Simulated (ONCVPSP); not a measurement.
## Pseudopotential generation, with input and output: Bi

- system: bismuth (Bi, Z = 83), core [Kr] 4d10 4f14, reference valence 5s2 5p6 5d10 6s2 6p2.5 (an ion of charge +0.5), valence charge 23.
- method: ONCV potential, PBEsol, non-relativistic, made with ONCVPSP 4.0.1

**Results in brief**

- outcome: generated
- cutoffs needed: 35 Ha and 42 Ha (the cutoffs at which the residual kinetic energy of the hardest occupied pseudo-wave falls to 1 and 0.1 mHa per electron)
- ghost test: no bound ghost flagged; GHOST(+) flagged for s at 151.0 eV
- largest excitation error: -2.4 meV (all-electron minus pseudo) for 5s2 5p6 5d10 6s2 6p0, out of 4 test configurations
- rms error of d²Exc/dni dnj: 3.10 mHa without and 0.50 mHa with the model core
- range over which the phases arctan(r R′/R) at the test radius agree within 0.05 rad (a looser test near the poles than one of phase shifts): s: over the whole range computed; p: over the whole range computed; d: up to about 3.6 Ha; f: not judged, local potential alone
- hardware: 1 CPU thread, shared host
- wall time: 3.3 s

**Input file**
```
# ATOM AND REFERENCE CONFIGURATION
# atsym  z   nc   nv     iexc    psfile
  Bi 83.00   10    5  -116133      upf
#
#   n    l    f
    1    0    2.00
    2    0    2.00
    2    1    6.00
    3    0    2.00
    3    1    6.00
    3    2   10.00
    4    0    2.00
    4    1    6.00
    4    2   10.00
    4    3   14.00
    5    0    2.00
    5    1    6.00
    5    2   10.00
    6    0    2.00
    6    1    2.50
#
# PSEUDOPOTENTIAL AND OPTIMIZATION
# lmax
    2
#
#   l,   rc,      ep,       ncon, nbas, qcut
    0    1.40    0.00    3    8   10.10
    1    1.70    0.00    4    8    9.30
    2    1.35    0.00    4    7    7.20
#
# LOCAL POTENTIAL
# lloc, lpopt,  rc(5),   dvloc0
    4    5    1.05    4.00
#
# VANDERBILT-KLEINMAN-BYLANDER PROJECTORs
# l, nproj, debl
    0    2    0.90
    1    2    2.10
    2    1    2.60
#
# MODEL CORE CHARGE
# icmod, fcfact, rcfact
    1    0.25    0.00
#
# LOG DERIVATIVE ANALYSIS
# epsh1, epsh2, depsh
   -6.00    5.00    0.04
#
# OUTPUT GRID
# rlmax, drl
    6.00    0.01
#
# TEST CONFIGURATIONS
# ncnf
    4
# nvcnf
#   n    l    f
    5
    5    0    2.00
    5    1    6.00
    5    2   10.00
    6    0    2.00
    6    1    3.00
#
    5
    5    0    2.00
    5    1    6.00
    5    2   10.00
    6    0    2.00
    6    1    2.00
#
    5
    5    0    2.00
    5    1    6.00
    5    2   10.00
    6    0    2.00
    6    1    1.00
#
    5
    5    0    2.00
    5    1    6.00
    5    2   10.00
    6    0    2.00
    6    1    0.00
#
```

The log's header says scalar-relativistic, as this program prints it for non-relativistic runs too.

Launched with:
```bash
oncvpspnr.x < Bi.dat > Bi.out
```

**Log (extracts)**
```
ONCVPSP  (Optimized Norm-Conservinng Vanderbilt PSeudopotential)
scalar-relativistic version 4.0.1

#   n    l    f        energy (Ha)
    1    0    2.00    -2.9767975E+03
    2    0    2.00    -5.0322695E+02
    2    1    6.00    -4.8489397E+02
    3    0    2.00    -1.2078290E+02
    3    1    6.00    -1.1202561E+02
    3    2   10.00    -9.5663570E+01
    4    0    2.00    -2.7234600E+01
    4    1    6.00    -2.3370593E+01
    4    2   10.00    -1.6224651E+01
    4    3   14.00    -6.5125731E+00
    5    0    2.00    -4.7505799E+00
    5    1    6.00    -3.4313049E+00
    5    2   10.00    -1.2756823E+00
    6    0    2.00    -5.4859017E-01
    6    1    2.50    -2.9484175E-01

Reference configufation results
  iterations    25
  all-electron total energy (Ha)   -2.00945131D+04

Begin loop to  construct optimized pseudo wave functions
and semi-local pseudopoentials for all angular momenta

Calculating optimized projector #   1

 for l=   0

    Fraction of norm inside rc  0.934590
    Optimizing pswf for qcut=  10.09 a_B^-1,  ecut=  50.86 Ha
    Residual kinetic energy error=  2.63D-07 Ha

    Energy error per electron        Cutoff
         Ha          eV             Ha
         0.01000     0.27211       28.25
         0.00100     0.02721       34.80
         0.00010     0.00272       40.22
         0.00001     0.00027       44.47

Calculating optimized projector #   2

 for l=   0

    Fraction of norm inside rc  0.073435
    Optimizing pswf for qcut=  10.09 a_B^-1,  ecut=  50.86 Ha
    Residual kinetic energy error=  1.62D-07 Ha

    Energy error per electron        Cutoff
         Ha          eV             Ha
         0.01000     0.27211       24.74
         0.00100     0.02721       32.74
         0.00010     0.00272       38.90
         0.00001     0.00027       43.75

Calculating optimized projector #   1

 for l=   1

    Fraction of norm inside rc  0.969713
    Optimizing pswf for qcut=   9.29 a_B^-1,  ecut=  43.14 Ha
    Residual kinetic energy error=  3.20D-08 Ha

    Energy error per electron        Cutoff
         Ha          eV             Ha
         0.01000     0.27211       13.91
         0.00100     0.02721       17.12
         0.00010     0.00272       24.55
         0.00001     0.00027       32.49

Calculating optimized projector #   2

 for l=   1

    Fraction of norm inside rc  0.078334
    Optimizing pswf for qcut=   9.29 a_B^-1,  ecut=  43.14 Ha
    Residual kinetic energy error=  1.24D-07 Ha

    Energy error per electron        Cutoff
         Ha          eV             Ha
         0.01000     0.27211       11.16
         0.00100     0.02721       14.85
         0.00010     0.00272       28.22
         0.00001     0.00027       34.65

Calculating optimized projector #   1

 for l=   2

    Fraction of norm inside rc  0.675908
    Optimizing pswf for qcut=   7.21 a_B^-1,  ecut=  25.97 Ha
    Residual kinetic energy error=  8.48D-04 Ha

    Energy error per electron        Cutoff
         Ha          eV             Ha
         0.01000     0.27211       20.90
         0.00100     0.02721       25.72
         0.00010     0.00272       42.39
         0.00001     0.00027       77.75

Construct Vanderbilt / Kleinmman-Bylander projectors

B matrix Hermiticity error, ll=   0
   1   2    1.8594E-08

  Orthonormal projector coefficients  1.7759E+01  1.3691E+00

B matrix Hermiticity error, ll=   1
   1   2    7.8587E-09

  Orthonormal projector coefficients  9.4858E+00  1.5779E+00

Model core correction analysis
  based on d2Exc/dn_idn_j

d2excae - all-electron derivatives

   -2.740220D-02   -2.569999D-02   -1.935103D-02   -1.899210D-03
   -1.199587D-03
   -2.571272D-02   -2.475353D-02   -1.983379D-02   -1.891770D-03
   -1.078294D-03
   -1.945784D-02   -1.996231D-02   -1.874047D-02   -2.125530D-03
   -8.486314D-04
   -2.218284D-03   -2.383308D-03   -3.030122D-03   -1.234579D-03
   -3.966374D-04
   -1.375105D-03   -1.354472D-03   -1.394979D-03   -5.424406D-04
   -1.989518D-04

d2excps - pseudofunction derivatives with no core correction

   -3.514903D-02   -3.237724D-02   -2.323436D-02   -2.813235D-03
   -1.722158D-03
   -3.239006D-02   -3.084230D-02   -2.250806D-02   -2.837984D-03
   -1.662361D-03
   -2.334157D-02   -2.263693D-02   -2.077759D-02   -2.545130D-03
   -1.058985D-03
   -3.133070D-03   -3.330671D-03   -3.451761D-03   -1.343325D-03
   -4.684714D-04
   -1.898096D-03   -1.939192D-03   -1.606565D-03   -6.146010D-04
   -2.491325D-04

rms 2nd derivative error    3.098645E-03

Polynomial model core charge

d2excps - pseudofunction derivatives with core correction

   -2.707695D-02   -2.470072D-02   -1.988410D-02   -1.855465D-03
   -1.085201D-03
   -2.471347D-02   -2.306458D-02   -1.944025D-02   -1.908145D-03
   -9.956881D-04
   -1.999091D-02   -1.956872D-02   -1.939470D-02   -2.146970D-03
   -8.058588D-04
   -2.174534D-03   -2.399680D-03   -3.051562D-03   -1.228203D-03
   -3.907942D-04
   -1.260714D-03   -1.271863D-03   -1.352207D-03   -5.365958D-04
   -1.913514D-04

rms 2nd derivative error    5.024107E-04

Pseudoatom total energy -210.066653

Diagnostic tests using Vanderbilt-Kleinman-Bylander pseudopotentials
  1 or more projectors used as specified by nproj input data

   l    rcore       rmatch      e in        delta e   norm test  slope test

   0   1.4038480   1.4464718  -4.7505799   0.0000023   1.0000020   1.0000024
   0   1.4038480   1.4464718  -0.5485902   0.0000014   1.0000038   0.9999985

   1   1.7000256   1.7516421  -3.4313049   0.0000001   1.0000001   1.0000002
   1   1.7000256   1.7516421  -0.2948417  -0.0000000   1.0000000   1.0000000

   2   1.3543540   1.3954751  -1.2756823   0.0000000   1.0000000   1.0000000

 Testing for bound ghosts
   n   l    E NL Schr. Eq   E Basis Diag.   E Cutoff

   1   0       -4.750578       -4.750579    134.21
   2   0       -0.548589       -0.497966    134.21

   2   1       -3.431305       -3.431303    105.70
   3   1       -0.294842       -0.257452    105.70

   3   2       -1.275682       -1.275049    100.49

 Testing for highly-localized positive-energy ghosts
       l    <radius>/rc     E Basis Diag.   E Cutoff

       0        0.466536        5.549233    134.21  WARNING - GHOST(+)

Test configuration 0

   n   l     f        eae           eps        diff
   1   0  2.0000-2976.79746076
   2   0  2.0000 -503.22695497
   2   1  6.0000 -484.89397165
   3   0  2.0000 -120.78289734
   3   1  6.0000 -112.02560743
   3   2 10.0000  -95.66356982
   4   0  2.0000  -27.23459977
   4   1  6.0000  -23.37059336
   4   2 10.0000  -16.22465092
   4   3 14.0000   -6.51257314
   5   0  2.0000   -4.75057992   -4.75057764    2.28D-06
   5   1  6.0000   -3.43130487   -3.43130478    8.40D-08
   5   2 10.0000   -1.27568228   -1.27568228    0.00D+00
   6   0  2.0000   -0.54859017   -0.54858881    1.36D-06
   6   1  2.5000   -0.29484175   -0.29484175   -3.14D-09

    Total energies and differences
      AE_ref= -2.00945131D+04  AE_tst= -2.00945131D+04  dif=  0.00D+00
      PS_ref= -2.10066653D+02  PS_tst= -2.10066653D+02  dif=  9.95D-13
      PSP excitation error= -9.95D-13

Test configuration 1

   n   l     f        eae           eps        diff
   1   0  2.0000-2976.65592671
   2   0  2.0000 -503.08574984
   2   1  6.0000 -484.75272032
   3   0  2.0000 -120.64179545
   3   1  6.0000 -111.88449641
   3   2 10.0000  -95.52246083
   4   0  2.0000  -27.09357981
   4   1  6.0000  -23.22957439
   4   2 10.0000  -16.08363903
   4   3 14.0000   -6.37157359
   5   0  2.0000   -4.60986097   -4.60980680    5.42D-05
   5   1  6.0000   -3.29062002   -3.29055153    6.85D-05
   5   2 10.0000   -1.13540372   -1.13541271   -8.99D-06
   6   0  2.0000   -0.41897426   -0.41897303    1.23D-06
   6   1  3.0000   -0.17493699   -0.17493563    1.36D-06

    Total energies and differences
      AE_ref= -2.00945131D+04  AE_tst= -2.00946302D+04  dif= -1.17D-01
      PS_ref= -2.10066653D+02  PS_tst= -2.10183697D+02  dif= -1.17D-01
      PSP excitation error= -9.78D-07

Test configuration 2

   n   l     f        eae           eps        diff
   1   0  2.0000-2976.95213627
   2   0  2.0000 -503.38111618
   2   1  6.0000 -485.04820229
   3   0  2.0000 -120.93689535
   3   1  6.0000 -112.17961972
   3   2 10.0000  -95.81758052
   4   0  2.0000  -27.38845741
   4   1  6.0000  -23.52444895
   4   2 10.0000  -16.37849476
   4   3 14.0000   -6.66639635
   5   0  2.0000   -4.90390123   -4.90397686   -7.56D-05
   5   1  6.0000   -3.58455354   -3.58465833   -1.05D-04
   5   2 10.0000   -1.42825227   -1.42823995    1.23D-05
   6   0  2.0000   -0.68729095   -0.68729211   -1.16D-06
   6   1  2.0000   -0.42340121   -0.42340635   -5.14D-06

    Total energies and differences
      AE_ref= -2.00945131D+04  AE_tst= -2.00943339D+04  dif=  1.79D-01
      PS_ref= -2.10066653D+02  PS_tst= -2.09887416D+02  dif=  1.79D-01
      PSP excitation error= -2.06D-06

Test configuration 3

   n   l     f        eae           eps        diff
   1   0  2.0000-2977.29467599
   2   0  2.0000 -503.72201366
   2   1  6.0000 -485.38931538
   3   0  2.0000 -121.27726184
   3   1  6.0000 -112.52003217
   3   2 10.0000  -96.15799293
   4   0  2.0000  -27.72833926
   4   1  6.0000  -23.86432291
   4   2 10.0000  -16.71832953
   4   3 14.0000   -7.00616165
   5   0  2.0000   -5.24189056   -5.24221310   -3.23D-04
   5   1  6.0000   -3.92225650   -3.92269774   -4.41D-04
   5   2 10.0000   -1.76367262   -1.76363154    4.11D-05
   6   0  2.0000   -0.98581221   -0.98583360   -2.14D-05
   6   1  1.0000   -0.70078607   -0.70082182   -3.57D-05

    Total energies and differences
      AE_ref= -2.00945131D+04  AE_tst= -2.00937738D+04  dif=  7.39D-01
      PS_ref= -2.10066653D+02  PS_tst= -2.09327304D+02  dif=  7.39D-01
      PSP excitation error= -1.92D-05

Test configuration 4

   n   l     f        eae           eps        diff
   1   0  2.0000-2977.67508159
   2   0  2.0000 -504.09987019
   2   1  6.0000 -485.76749986
   3   0  2.0000 -121.65428260
   3   1  6.0000 -112.89712473
   3   2 10.0000  -96.53509102
   4   0  2.0000  -28.10456778
   4   1  6.0000  -24.24053782
   4   2 10.0000  -17.09448203
   4   3 14.0000   -7.38220328
   5   0  2.0000   -5.61500048   -5.61571473   -7.14D-04
   5   1  6.0000   -4.29485108   -4.29582604   -9.75D-04
   5   2 10.0000   -2.13256133   -2.13249888    6.25D-05
   6   0  2.0000   -1.30560064   -1.30567683   -7.62D-05

    Total energies and differences
      AE_ref= -2.00945131D+04  AE_tst= -2.00929255D+04  dif=  1.59D+00
      PS_ref= -2.10066653D+02  PS_tst= -2.08478985D+02  dif=  1.59D+00
      PSP excitation error= -8.80D-05
```

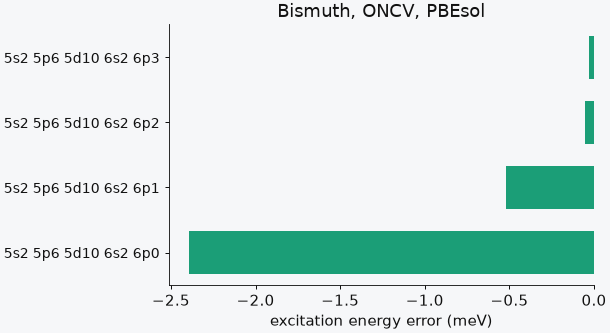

**Figure 1.** Errors, all-electron minus pseudo, of the energies of valence configurations relative to the unpolarised reference 5s2 5p6 5d10 6s2 6p2.5.

- Worst configuration: 5s2 5p6 5d10 6s2 6p0 (charge +3): the error is -2.4 meV on an all-electron energy of +43.20 eV relative to the reference, or 0.0055 %.
- Configurations within 10 meV and within 50 meV: 4 and 4 of 4.
- Errors in meV: 5s2 5p6 5d10 6s2 6p3: 0.0; 5s2 5p6 5d10 6s2 6p2: -0.1; 5s2 5p6 5d10 6s2 6p1: -0.5; 5s2 5p6 5d10 6s2 6p0: -2.4.

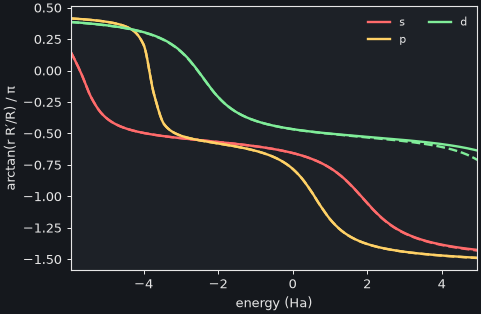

**Figure 2.** Unwrapped phase arctan(r R′/R) in units of π against energy, all-electron (solid) and pseudo (dashed); the pseudo phase is matched to the all-electron one at the reference energy. Here R(r) is the radial function. Not drawn: f: not judged.

- Ghost states: the plot shows none: the two phases stay within 0.24 rad of each other in all channels drawn. The separate test gives: no bound ghost flagged; GHOST(+) flagged for s at 151.0 eV.
- Poles, where the radial function vanishes at the test radius: s: all-electron at -3.9 Ha, pseudo at -3.9 Ha; p: all-electron at -3.1 Ha, pseudo at -3.1 Ha; d: all-electron at 1.0 Ha, pseudo at 0.9 Ha.
- Range over which the phases agree within 0.05 rad: s: over the whole range drawn; p: over the whole range drawn; d: up to about 3.6 Ha.

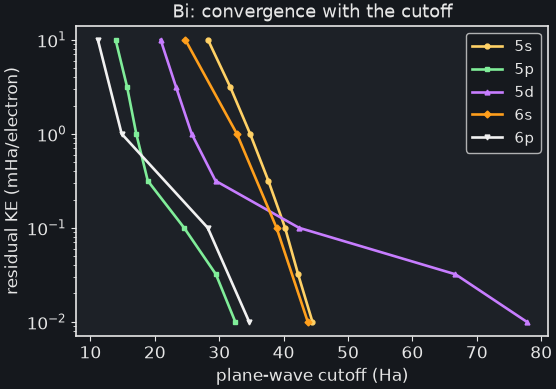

**Figure 3.** Residual kinetic energy of the pseudo-waves (the first of each channel, and further valence shells) beyond the plane-wave cutoff, as the generator prints it.

- Cutoffs for the occupied states: 35 Ha for 1 mHa and 42 Ha for 0.1 mHa per electron. The first is set by 5s.
- Cutoffs for 1 mHa per electron: 5s: 35 Ha; 6s: 33 Ha; 5d: 26 Ha; 5p: 17 Ha; 6p: 15 Ha.

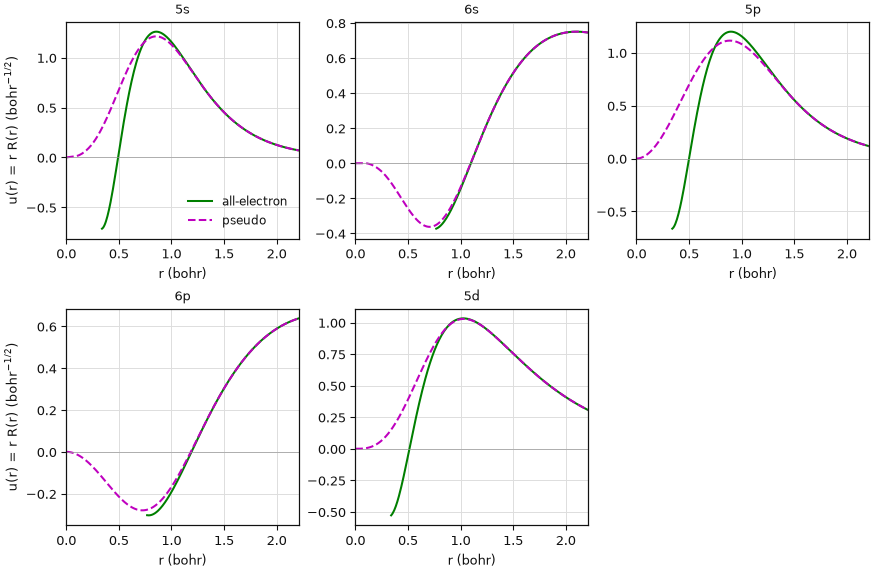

**Figure 4.** Pseudo-waves (dashed) against the all-electron radial functions (solid). The innermost oscillations of some all-electron curves aren't drawn. Reference configuration 5s2 5p6 5d10 6s2 6p2.5.

- Matching radii: 5s at 1.40 bohr; 6s at 1.40 bohr; 5p at 1.70 bohr; 6p at 1.70 bohr; 5d at 1.35 bohr. The curves merge smoothly, so the plot gives these only roughly.
- Nodes of the pseudo-waves: 5s has no node; 6s has a node at about 1.1 bohr; 5p has no node; 6p has a node at about 1.2 bohr; 5d has no node. A node in 6s and 6p is expected, since a lower shell of the same l is also in the valence and the two must stay orthogonal.
- Cutoffs needed: 35 Ha (loose) and 42 Ha (tight), as the cutoffs at which the residual kinetic energy of the hardest occupied pseudo-wave falls to 1 and 0.1 mHa per electron.
